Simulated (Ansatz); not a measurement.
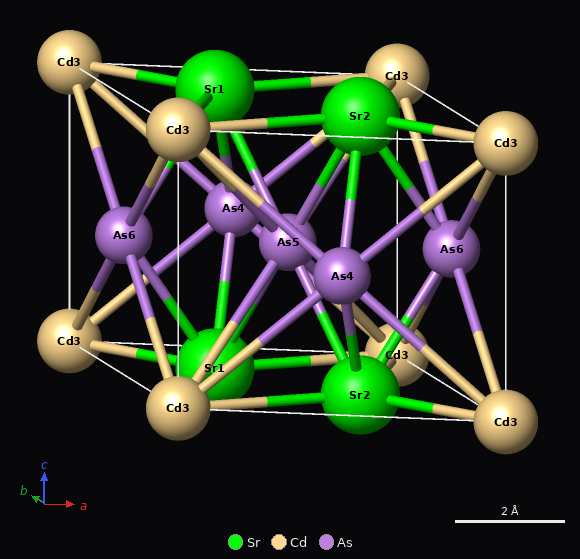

Solid Sr$_{2}$CdAs$_{3}$ (a generated structure, set up in P6/mmm), before the relaxation. A ball-and-stick model of the cell of the calculation, seen slightly off an axis.

All numbers below come from DFT PBE, scalar-relativistic, plane waves, PAW in Ansatz.

Input file:
```yaml
crystal:
  lattice:
    - [6.1305160458, 0.0, 0.0]
    - [-3.0652580229, 5.3091826339, 0.0]
    - [0.0, 0.0, 5.239662308]
  atoms:
    - { symbol: Sr, position: [0.3333333333, 0.6666666667, 0.0] }
    - { symbol: Sr, position: [0.6666666667, 0.3333333333, 0.0] }
    - { symbol: Cd, position: [0.0, 0.0, 0.0] }
    - { symbol: As, position: [0.5, 0.0, 0.5] }
    - { symbol: As, position: [0.5, 0.5, 0.5] }
    - { symbol: As, position: [0.0, 0.5, 0.5] }
basis:
  ecutwfc: 420
kpoints:
  mp_grid: { grid: [6, 6, 8] }
hamiltonian:
  xc: pbe
scf:
  occupations: { method: gaussian, width: 0.1 }
output:
  forces: true
  stress: true
  eigenvalues: true
relax:
  adjacent_minimum: "off"
  f_tol: 0.01
  max_steps: 80
  cell: { stress_tol: 0.05 }
```

Command:
```bash
ansatz run input.yaml --threads 1 --pin off --max-ram 2048MiB --backend cpu --events-out ev --progress --plain --runs-dir out
```

### What does the optimiser find from here?

No atom moves by more than 0.005 Å relative to the cell. The volume changes by +2.2 %, with a = b 6.131 → 6.261 Å (+2.1 %), c 5.240 → 5.132 Å (−2.1 %). Near-neighbour distances that change, for instance: Sr1–Cd3 3.539 → 3.615 Å, Sr1–Sr2 3.539 → 3.615 Å, Sr1–As4 3.162 → 3.139 Å, Cd3–As4 4.032 → 4.048 Å. Bond angles that change, for instance: Sr1–As5–Sr1 111.9° → 109.7°, Sr1–As5–Sr2 68.1° → 70.3°. The space group stays P6/mmm (No. 191). After 3 accepted moves (4 points after the start) the energy has fallen by 8.3 meV per atom. All forces vanish by symmetry, so only the cell relaxes. Pressure: 0.18 GPa at the start and 0.00 GPa at the end. At 1 point the geometry stayed and the basis and grid were re-selected for the new cell (energy shift of 0.1 meV per atom at most each time). The run took 27 s on 1 thread of AMD EPYC 9R45 96-Core Processor (Zen 5) (shared host), peak memory 0.63 GiB.

Step by step:

```csv
step,"E − E(0), meV/atom","pressure, GPa","volume, Å³/atom",note
0,0.00,0.18,28.423,
1,-6.89,0.76,28.543,
2,-8.17,0.16,28.891,
3,-8.23,0.00,29.039,
4,-8.31,0.00,29.039,"same geometry, new basis"
```

The structure at the end:

```
Sr Cd As
1.0
     6.26128    0.00000    0.00000
    -3.13064    5.42243    0.00000
     0.00000    0.00000    5.13192
Sr Cd As
2 1 3
Direct
  0.33333 0.66667 0.00000
  0.66667 0.33333 0.00000
  0.00000 0.00000 0.00000
  0.50000 0.00000 0.50000
  0.50000 0.50000 0.50000
  0.00000 0.50000 0.50000
```

After the run, drawn alike:

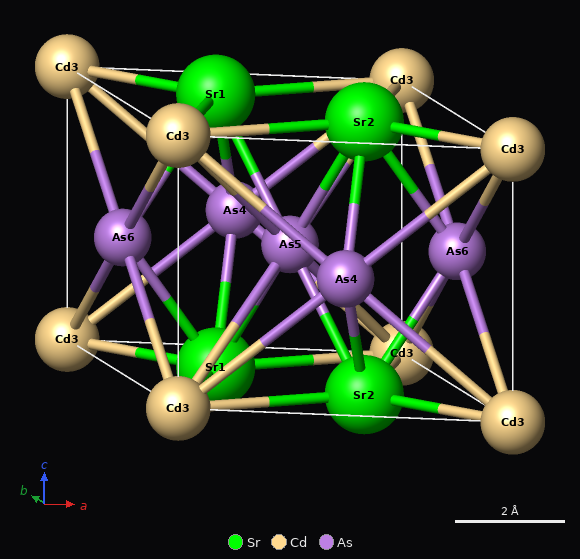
